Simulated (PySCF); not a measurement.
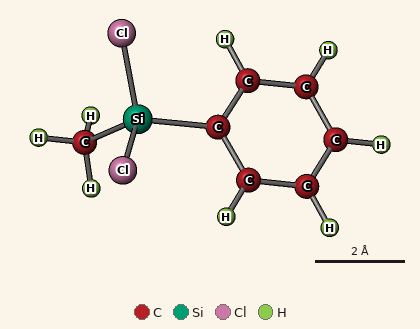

*The starting structure (ball-and-stick view, seen at a tilt).*

Bond lengths as drawn: Cl–Si 2.03 Å, C–C 1.38 to 1.39 Å, C–H 1.08 to 1.09 Å and C–Si 1.89 to 1.90 Å.

Run report: C$_{7}$H$_{8}$Cl$_{2}$Si, geometry relaxation

- system: C$_{7}$H$_{8}$Cl$_{2}$Si
- method: PBE0-D3(BJ)/def2-SVP geometry optimisation from a GFN2-xTB Hessian, gas phase (PySCF 2.14.0)

Log
```
step      E/eV     max force
  0    -40280.57334   1.6681
  1    -40280.66900   0.3750
  2    -40280.67609   0.1319
  3    -40280.67609   0.0659
  4    -40280.67684   0.1028
  5    -40280.67738   0.0251
  6    -40280.67737   0.0071
```

Trajectory as extended XYZ (Å, eV, eV/Å), 7 frames, from step=0 to step=6
```
18
Properties=species:S:1:pos:R:3:forces:R:3 step=0 energy=-40280.57334
C     2.8599    0.0366    0.7741   -0.4460   0.0430  -0.9080
Si    1.7625    0.0981   -0.7795   -0.3530  -0.1040   1.6270
Cl    2.1396    1.8229   -1.7885    0.1060   0.5880  -0.3150
Cl    2.2324   -1.4700   -1.9861    0.1560  -0.5690  -0.3820
C    -0.0797    0.0194   -0.3530    0.6760   0.0390  -0.2250
C    -0.8095    1.1816   -0.1082    0.2260   0.0350  -0.0540
C    -2.1494    1.1244    0.2279   -0.0730   0.0450   0.0580
C    -2.7879   -0.1000    0.3287   -0.0050  -0.0020  -0.0090
C    -2.0785   -1.2651    0.0910   -0.0740  -0.0510   0.0550
C    -0.7387   -1.2043   -0.2449    0.2210  -0.0130  -0.0520
H     2.6987   -0.8805    1.3328   -0.1870  -0.4840   0.1730
H     3.9138    0.0831    0.5127    0.4570   0.0280  -0.2180
H     2.6477    0.8694    1.4381   -0.2160   0.4510   0.2280
H    -0.3210    2.1415   -0.1890    0.1870   0.4790  -0.0690
H    -2.6978    2.0371    0.4102   -0.2270   0.3990   0.0750
H    -3.8350   -0.1461    0.5893   -0.4570  -0.0180   0.1080
H    -2.5713   -2.2234    0.1659   -0.2040  -0.4130   0.0290
H    -0.1948   -2.1183   -0.4333    0.2130  -0.4520  -0.1220
18
Properties=species:S:1:pos:R:3:forces:R:3 step=1 energy=-40280.66900
C     2.8888    0.0675    0.7658   -0.0150  -0.0150   0.0790
Si    1.7493    0.0729   -0.7064    0.1630   0.0340  -0.3360
Cl    2.1152    1.8130   -1.7988   -0.0310  -0.2270   0.1560
Cl    2.2417   -1.5669   -1.9012   -0.0750   0.2010   0.1620
C    -0.0792    0.0068   -0.3450    0.0730  -0.0450   0.0690
C    -0.7961    1.1847   -0.0850    0.0320   0.0320  -0.0020
C    -2.1468    1.1332    0.2501   -0.0200   0.0450   0.0050
C    -2.8001   -0.0958    0.3252   -0.0690  -0.0100   0.0180
C    -2.1035   -1.2732    0.0589   -0.0290  -0.0450   0.0010
C    -0.7527   -1.2222   -0.2757    0.0450  -0.0420  -0.0130
H     2.7692   -0.8693    1.3356   -0.0140   0.0550  -0.0510
H     3.9434    0.1547    0.4557   -0.1130  -0.0100  -0.0410
H     2.6525    0.9112    1.4346   -0.0120  -0.0240  -0.0440
H    -0.2980    2.1561   -0.1611    0.0010  -0.0280   0.0020
H    -2.6948    2.0589    0.4472    0.0190  -0.0260  -0.0070
H    -3.8617   -0.1359    0.5858    0.0340   0.0050  -0.0100
H    -2.6168   -2.2381    0.1051    0.0190   0.0440  -0.0010
H    -0.2194   -2.1512   -0.5023   -0.0060   0.0550   0.0150
18
Properties=species:S:1:pos:R:3:forces:R:3 step=2 energy=-40280.67609
C     2.8316    0.0577    0.7651    0.0680  -0.0010   0.1130
Si    1.7558    0.0868   -0.7446   -0.0220  -0.0090   0.0110
Cl    2.1519    1.8338   -1.7831   -0.0160  -0.0250  -0.0260
Cl    2.2443   -1.5323   -1.9432    0.0050   0.0280   0.0160
C    -0.0642    0.0126   -0.3625   -0.0510   0.0290  -0.0340
C    -0.7848    1.1879   -0.0991   -0.0060   0.0020  -0.0010
C    -2.1314    1.1301    0.2554    0.0060   0.0150  -0.0020
C    -2.7763   -0.1033    0.3453   -0.0160  -0.0040   0.0060
C    -2.0746   -1.2782    0.0769    0.0070  -0.0040   0.0020
C    -0.7277   -1.2204   -0.2766   -0.0150  -0.0080   0.0050
H     2.6229   -0.8469    1.3600    0.0110   0.0470  -0.0430
H     3.8960    0.0603    0.4862   -0.0050   0.0090   0.0170
H     2.6263    0.9425    1.3919    0.0080  -0.0730  -0.0660
H    -0.2924    2.1614   -0.1879   -0.0100  -0.0310   0.0060
H    -2.6826    2.0534    0.4546    0.0180  -0.0260  -0.0060
H    -3.8344   -0.1483    0.6186    0.0330   0.0020  -0.0070
H    -2.5807   -2.2455    0.1354    0.0070   0.0210   0.0010
H    -0.1886   -2.1453   -0.5042   -0.0200   0.0290   0.0100
18
Properties=species:S:1:pos:R:3:forces:R:3 step=3 energy=-40280.67609
C     2.8452    0.0662    0.7658    0.0460   0.0390  -0.0100
Si    1.7553    0.0730   -0.7377   -0.0190  -0.0040   0.0630
Cl    2.1335    1.7973   -1.8144    0.0100   0.0360  -0.0210
Cl    2.2478   -1.5586   -1.9107    0.0060  -0.0420  -0.0310
C    -0.0661    0.0060   -0.3550   -0.0180  -0.0080  -0.0080
C    -0.7793    1.1847   -0.0881   -0.0020  -0.0150  -0.0010
C    -2.1278    1.1351    0.2580    0.0030  -0.0090  -0.0020
C    -2.7825   -0.0939    0.3378    0.0170   0.0010  -0.0020
C    -2.0875   -1.2724    0.0690   -0.0010   0.0120   0.0020
C    -0.7387   -1.2224   -0.2768   -0.0070   0.0150   0.0030
H     2.7282   -0.8852    1.3063   -0.0030   0.0040   0.0130
H     3.9027    0.1883    0.4847   -0.0360  -0.0120   0.0110
H     2.5589    0.8910    1.4377    0.0140  -0.0210  -0.0180
H    -0.2791    2.1540   -0.1673   -0.0010   0.0030  -0.0030
H    -2.6727    2.0606    0.4588    0.0000   0.0030   0.0000
H    -3.8416   -0.1326    0.6036   -0.0050   0.0020   0.0040
H    -2.6002   -2.2358    0.1208   -0.0030   0.0000   0.0020
H    -0.2049   -2.1490   -0.5041   -0.0020  -0.0040  -0.0020
18
Properties=species:S:1:pos:R:3:forces:R:3 step=4 energy=-40280.67684
C     2.8644    0.0795    0.7659   -0.0780  -0.0020  -0.0670
Si    1.7533    0.0711   -0.7246    0.0200   0.0110  -0.0100
Cl    2.1203    1.7903   -1.8198    0.0100  -0.0040   0.0140
Cl    2.2446   -1.5676   -1.8930   -0.0050  -0.0140   0.0020
C    -0.0702    0.0024   -0.3471    0.0120  -0.0240   0.0240
C    -0.7818    1.1799   -0.0714    0.0060  -0.0110  -0.0020
C    -2.1320    1.1301    0.2667   -0.0090  -0.0160   0.0000
C    -2.7904   -0.0981    0.3298    0.0190   0.0060  -0.0040
C    -2.0973   -1.2754    0.0518   -0.0120   0.0080   0.0030
C    -0.7468   -1.2251   -0.2859    0.0140   0.0120  -0.0020
H     2.7077   -0.8365    1.3525   -0.0070  -0.0480   0.0310
H     3.9193    0.1327    0.4660    0.0580   0.0020  -0.0300
H     2.6334    0.9457    1.4012   -0.0180   0.0540   0.0350
H    -0.2792    2.1488   -0.1374    0.0030   0.0070  -0.0040
H    -2.6754    2.0548    0.4744   -0.0040   0.0060   0.0010
H    -3.8507   -0.1370    0.5897   -0.0130   0.0040   0.0050
H    -2.6129   -2.2381    0.0900    0.0000   0.0080   0.0020
H    -0.2149   -2.1511   -0.5205    0.0030   0.0020  -0.0010
18
Properties=species:S:1:pos:R:3:forces:R:3 step=5 energy=-40280.67738
C     2.8557    0.0855    0.7656   -0.0190  -0.0070   0.0050
Si    1.7540    0.0676   -0.7299    0.0130   0.0000  -0.0120
Cl    2.1312    1.7857   -1.8238   -0.0070  -0.0180   0.0030
Cl    2.2450   -1.5785   -1.8905   -0.0070   0.0180   0.0160
C    -0.0686   -0.0003   -0.3506   -0.0040  -0.0050   0.0020
C    -0.7778    1.1775   -0.0687    0.0070  -0.0060  -0.0020
C    -2.1271    1.1287    0.2736   -0.0040  -0.0030   0.0010
C    -2.7872   -0.0986    0.3339    0.0050  -0.0030  -0.0020
C    -2.0969   -1.2759    0.0482   -0.0090   0.0060   0.0040
C    -0.7471   -1.2267   -0.2934    0.0070  -0.0010  -0.0020
H     2.6947   -0.8253    1.3622    0.0010   0.0000  -0.0020
H     3.9134    0.1338    0.4696    0.0150   0.0010  -0.0070
H     2.6233    0.9604    1.3922   -0.0030  -0.0030  -0.0090
H    -0.2742    2.1463   -0.1335    0.0010  -0.0030  -0.0010
H    -2.6686    2.0537    0.4869    0.0050  -0.0060  -0.0020
H    -3.8470   -0.1366    0.5975    0.0020   0.0020   0.0010
H    -2.6142   -2.2380    0.0833    0.0020   0.0120   0.0030
H    -0.2173   -2.1528   -0.5344   -0.0050   0.0150   0.0050
18
Properties=species:S:1:pos:R:3:forces:R:3 step=6 energy=-40280.67737
C     2.8545    0.0857    0.7653    0.0070   0.0000  -0.0010
Si    1.7543    0.0667   -0.7305   -0.0040  -0.0020   0.0010
Cl    2.1280    1.7831   -1.8266    0.0020  -0.0040  -0.0020
Cl    2.2453   -1.5792   -1.8887    0.0000  -0.0020   0.0000
C    -0.0677   -0.0013   -0.3497   -0.0040   0.0000  -0.0010
C    -0.7760    1.1768   -0.0675    0.0000  -0.0010   0.0000
C    -2.1256    1.1288    0.2740    0.0010   0.0000   0.0000
C    -2.7867   -0.0978    0.3332    0.0000   0.0030   0.0020
C    -2.0972   -1.2753    0.0479    0.0000   0.0010   0.0010
C    -0.7471   -1.2270   -0.2929   -0.0020   0.0020   0.0020
H     2.7000   -0.8287    1.3580   -0.0020  -0.0010   0.0000
H     3.9125    0.1435    0.4703    0.0010   0.0000  -0.0010
H     2.6143    0.9564    1.3945    0.0000   0.0010  -0.0010
H    -0.2716    2.1452   -0.1317    0.0000  -0.0020  -0.0010
H    -2.6664    2.0541    0.4873    0.0020   0.0000  -0.0010
H    -3.8468   -0.1351    0.5959    0.0020   0.0020   0.0010
H    -2.6152   -2.2367    0.0828    0.0000   0.0030   0.0020
H    -0.2174   -2.1528   -0.5334   -0.0020   0.0010   0.0010
```

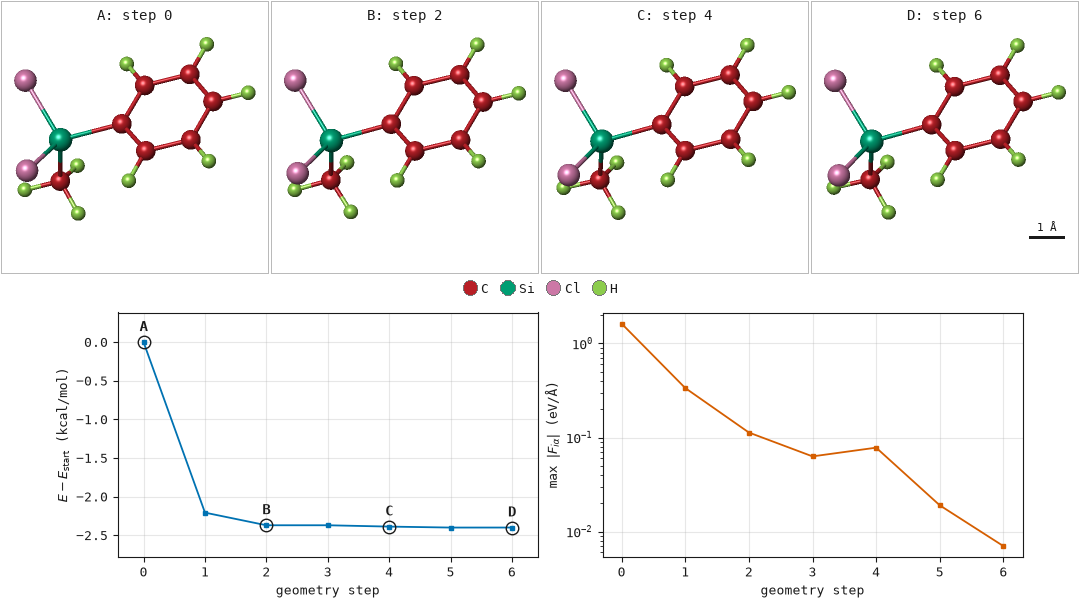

*Frames of the relaxation (ball-and-stick view, seen at a tilt) above the curves, on which the letters mark them (steps are counted from 0).*

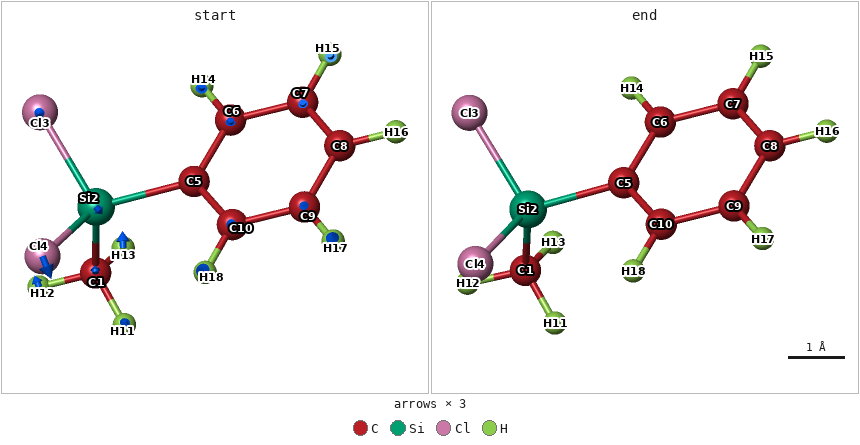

*Before (left) and after (right) the relaxation, at one scale (ball-and-stick view, seen at a tilt). The blue arrows give the displacements, magnified 3 times.*

After 6 geometry steps the energy has fallen by 2.40 kcal/mol. The largest force component goes from 1.6 to 0.007 eV/Å. The atom that moves furthest after the best rigid fit is Cl4 (0.15 Å). Largest moves by element: Cl 0.15 Å, H 0.11 Å, Si 0.06 Å, C 0.05 Å. Distances before and after: C1–Si2 1.903 → 1.857 Å, Si2–Cl3 2.034 → 2.071 Å, Si2–C5 1.893 → 1.863 Å, C1–H11 1.086 → 1.101 Å. Among the angles that change: C1–Si2–C5 112.1° → 114.5°. (Atoms are counted from 1 in the order of the input.)

This output came from the following input.

The input
```
{"job": {"kind": "geom", "xc": "PBE0", "basis": "def2-SVP", "d3": "d3bj", "grid": 1, "maxiter": 40}, "charge": 0, "multiplicity": 1}
C      2.859914     0.036627     0.774131
Si     1.762544     0.098101    -0.779480
Cl     2.139602     1.822896    -1.788473
Cl     2.232426    -1.470033    -1.986071
C     -0.079735     0.019364    -0.353037
C     -0.809465     1.181564    -0.108190
C     -2.149437     1.124439     0.227882
C     -2.787907    -0.100021     0.328741
C     -2.078488    -1.265072     0.090986
C     -0.738651    -1.204308    -0.244913
H      2.698730    -0.880545     1.332807
H      3.913835     0.083142     0.512718
H      2.647702     0.869378     1.438082
H     -0.320976     2.141473    -0.188994
H     -2.697768     2.037110     0.410249
H     -3.835017    -0.146066     0.589281
H     -2.571252    -2.223428     0.165947
H     -0.194815    -2.118303    -0.433324
```

The first line tells a small driver script what to run in PySCF; the rest is the geometry in Å.

Launch command:
```bash
OMP_NUM_THREADS=1 python <driver script> task.json out
```

Results in brief

- outcome: converged
- total energy: −1480.287602 hartree
- hardware: 1 CPU thread, shared host
- wall time: 2.9 min
- peak memory: 0.87 GiB
